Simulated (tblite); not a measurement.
# CH11B2P3: the cost of one run

Programs: tblite 0.8.0 and PySCF 2.14.0, with density-fitted response routines of our own. Each step states its level of theory. These are calculated values for one molecule in the gas phase, unless marked as measured. Atoms count from 0, in the outputs and in this text.

### 1 Starting geometry

17 atoms, charge 0, multiplicity 1; geometry from: force field or distance geometry start.

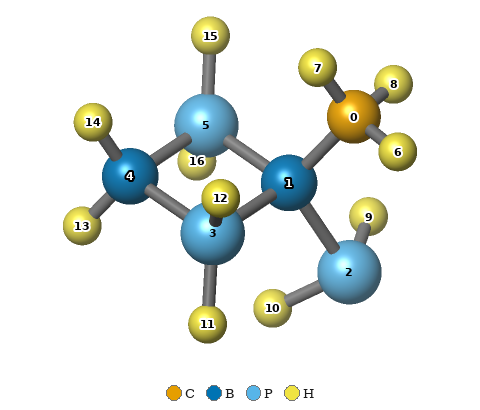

The starting geometry (carbon amber, boron blue, phosphorus blue, hydrogen yellow), atoms numbered.

### 2 Relaxing the molecule with GFN2-xTB

What the job is given:

```
{"job": {"kind": "relax", "xc": "GFN2-xTB", "basis": "xTB"}, "charge": 0, "multiplicity": 1}
C     -1.425900    -1.204800    -0.558000
B     -0.549500    -0.056800     0.123100
P     -1.631300     1.184700     1.148500
P      0.818200    -0.794300     1.213100
B      1.910700     0.092000    -0.034400
P      0.545100     0.833100    -1.135500
H     -1.988700    -1.763700     0.216900
H     -0.780800    -1.900500    -1.117600
H     -2.156000    -0.741800    -1.255500
H     -2.103400     1.910300    -0.024200
H     -0.554900     2.110300     1.414200
H      0.882500    -0.234600     2.508500
H      0.904000    -2.202200     1.140500
H      2.560700     0.948500     0.476100
H      2.577200    -0.669800    -0.652600
H      0.500800     0.260900    -2.405000
H      0.484300     2.240700    -1.047800
```

Started as:

```
$ OMP_NUM_THREADS=1 python probes_run.py task.json out
```

This one command runs all jobs of the session in turn.

Q: Estimate the wall time and peak memory of this first job on 1 thread of Arm Neoverse N1, shared host.

About 1.6 s, with a peak of 0.18 GiB.
